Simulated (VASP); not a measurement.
Band structure of MoSe₂ (2H layered). Method: AM05 GGA, VASP's PBE PAW potentials (set 64) (plane waves; VASP).

Without a dispersion term in the relaxation, distances and binding between the weakly bound layers, chains or molecules are unreliable, and so is what depends on them.

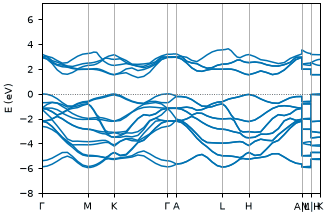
Fig. 1. Bands along high-symmetry lines, zero at the valence-band maximum or, without a gap, the Fermi level

Read the plot: is there a gap, and where are the band edges?

The gap is indirect, 1.31 eV, from the valence maximum at Γ to the conduction minimum at K-Γ at 0.44. (Edges off the drawn lines would not show.)

Measured: gap 1.09 eV (computed value off by +0.22 eV), as given by Li et al., (2013), arXiv:1302.0733.

The compound is MoSe2 in the 2H layered structure. It was relaxed first, which changed the volume by +8 %.
